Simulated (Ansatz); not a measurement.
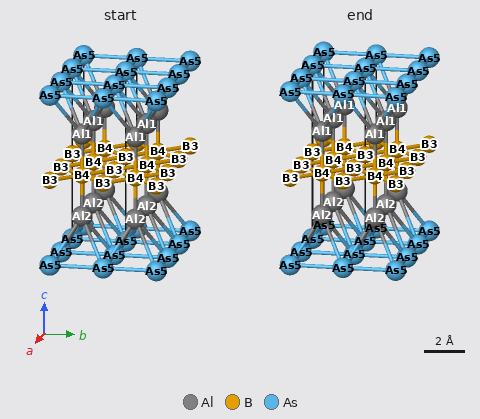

The structure of a crystal of Al$_{2}$B$_{2}$As (a generated structure, set up in P4/mmm) before (left) and after (right) a relaxation, at one scale.

Style: ball-and-stick. Shown: the cell of the calculation, repeated 3 × 2 × 1 with one cell outlined, slightly off an axis.

The calculation used Ansatz, DFT PBE, scalar-relativistic, plane waves, PAW.

Input
```yaml
crystal:
  lattice:
    - [2.7719514538, 0.0, 0.0]
    - [0.0, 2.7719514538, 0.0]
    - [0.0, 0.0, 8.9309970172]
  atoms:
    - { symbol: Al, position: [0.5, 0.5, 0.7416699612] }
    - { symbol: Al, position: [0.5, 0.5, 0.2583300388] }
    - { symbol: B, position: [0.0, 0.0, 0.5] }
    - { symbol: B, position: [0.5, 0.5, 0.5] }
    - { symbol: As, position: [0.0, 0.0, 0.0] }
basis:
  ecutwfc: 420
kpoints:
  mp_grid: { grid: [14, 14, 4] }
hamiltonian:
  xc: pbe
scf:
  occupations: { method: gaussian, width: 0.1 }
output:
  forces: true
  stress: true
  eigenvalues: true
  write_density: true
  write_potential: true
  elf: true
  volumetric_format: npy
relax:
  adjacent_minimum: "off"
  f_tol: 0.01
  max_steps: 80
  cell: { stress_tol: 0.05 }
```

Launched with:
```bash
ansatz run input.yaml --threads 1 --pin off --max-ram 2560MiB --backend cpu --events-out ev --progress --plain --runs-dir out
```

Summarise the run.

Answer. The largest moves relative to the cell, 0.008 Å, are those of Al1 and Al2. Al2 goes along +c. B and As stay in place. The drawn cell changes at constant volume: a = b 2.772 → 2.745 Å (−1.0 %), c 8.931 → 9.113 Å (+2.0 %). Some distances before and after: Al1–B4 2.158 → 2.195 Å, Al1–As5 3.027 → 3.057 Å, As5–As5 2.772 → 2.745 Å, B3–B4 1.960 → 1.941 Å. The space group stays P4/mmm (No. 123). After 5 accepted moves (6 points after the start) the energy has fallen by 2.3 meV per atom. The largest force component goes from 0.072 to 0.00038 eV/Å. The pressure goes from −0.57 to 0.00 GPa. At 1 point the geometry stayed and the basis and grid were re-selected for the new cell (energy shift of less than 0.05 meV per atom at most each time).
